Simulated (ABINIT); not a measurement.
# Effort and miss along a sweep of ngkpt: K (Im-3m, 1 atom in the cell)

```xyz
1
Lattice="-2.6976 2.6976 2.6976 2.6976 -2.6976 2.6976 2.6976 2.6976 -2.6976" Properties=species:S:1:pos:R:3 pbc="T T T"
K      0.0000     0.0000     0.0000
```

Computed with PBEsol, norm-conserving pseudopotentials (PseudoDojo nc-sr-04 PBEsol standard) (plane waves; ABINIT 10.0.3).

Base settings: pseudos = [K.upf]; ecut = 37 Ha; ixc = -116133; occopt = 6; tsmear = 0.00999582 Ha; ngkpt = 6 6 6; nshiftk = 1; shiftk = 0 0 0; potentials = PseudoDojo nc-sr-04 PBEsol standard; nband = 10.

Misses are taken against the tightest run, 17 17 17, which need not be fully converged itself. The energy is the free energy per atom.

The count of work is k-points × plane waves × bands × iterations; it is no time, and leaves out set-up, grids and terms that scale otherwise. Core times come from one kind of shared machine and are given to one figure; runs under 30 s give none.

The starting cell comes from a database of computed structures (which also holds hypothetical and non-ambient phases and stackings), without a prior relaxation at this level.

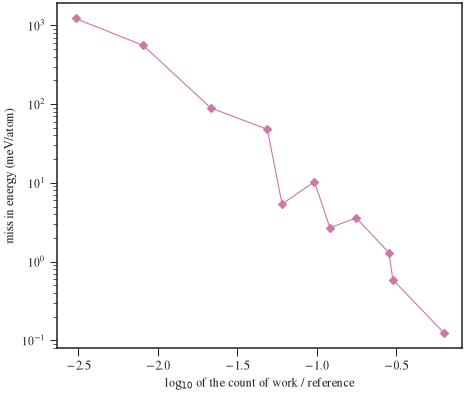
Figure. Miss against the count of work; the reference run is not drawn, and misses under 0.1 meV/atom are drawn there.

```tsv
ngkpt	energy less reference (meV/atom)	pressure less reference (GPa)	count of work / reference	core time / reference (rough)
1 1 1	-1223.82	-0.87	0.0030	–
2 2 2	557.26	0.32	0.0081	–
3 3 3	-89.36	-0.10	0.022	–
4 4 4	47.87	0.09	0.049	–
5 5 5	-5.39	0.00	0.061	–
6 6 6	10.32	0.03	0.097	0.1
7 7 7	-2.69	0.00	0.12	0.1
8 8 8	3.58	0.01	0.18	0.2
10 10 10	1.30	0.00	0.28	0.2
11 11 11	-0.59	0.00	0.30	0.4
14 14 14	-0.12	0.00	0.63	0.6
17 17 17	0.00	0.00	1.0	1
```

Coarsest setting among those run that, with all tighter ones, holds the energy within 20 meV/atom of the reference: 5 5 5, off by 5.4 meV/atom; it needs 0.061 of the reference's count of work.

Coarsest setting among those run that, with all tighter ones, holds the energy within 1 meV/atom of the reference: 11 11 11, off by 0.59 meV/atom; it needs 0.30 of the reference's count of work and about 0.4 of the reference's time.

The step from 7 7 7 to 14 14 14: it takes the miss in the energy from 2.7 to 0.12 meV/atom, for 5.2 times the count of work and roughly 4 times the time.
